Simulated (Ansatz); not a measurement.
The starting structures come from a database of crystals and need not be the phases stable at ambient conditions.

 Where the default PAW files enter, the runs use the earlier of Ansatz's two default sets.

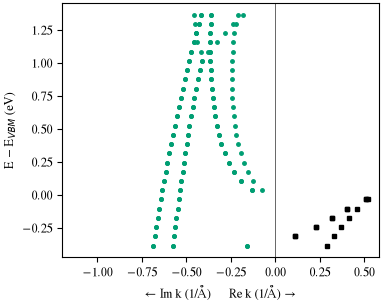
Complex bands at the centre of the two-dimensional zone; r2SCAN (Ansatz, a quantum-chemistry and plane-wave program)

The gap is the functional's own. No spin-orbit coupling. Mid-gap values are interpolated on the energy grid.

This is BaAlGeH (P3m1, not sure to be the ambient phase, 4 atoms a cell, 21.8 Å³ an atom) along the normal of (001). Read off the slowest decay at the centre of the two-dimensional zone at 0.53 eV, the computed energy nearest the middle of the gap.

κ ≈ 0.23 1/Å, a decay length 1/(2κ) of the density of 2.2 Å.
